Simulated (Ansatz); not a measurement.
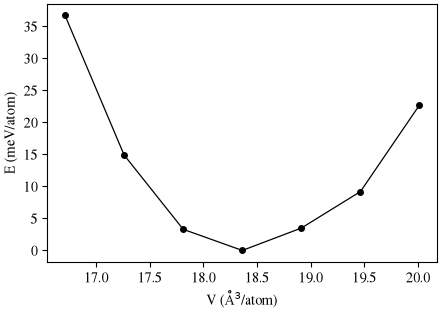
*SiGe in space group P-6m2 (No. 187; Ge on 1a, Si on 1f) under volume change, PBE (plane waves, PAW; program Ansatz), shape and atoms relaxed at each volume.*

What does a third-order Birch–Murnaghan fit give for V₀, B₀ and B′?

V₀ = 18.34 Å³/atom, B₀ = 66.2 GPa, B′ = 5.6.

A made-up cell: these elements were put on the sites of a structure type; neither database checked (COD, Materials Project) lists it. Its standing as an ambient phase is unchecked. The cell was relaxed with PBE under the symmetry of its start; its stability against distortions is not shown here.

Potentials: the later of the program's two PAW sets.
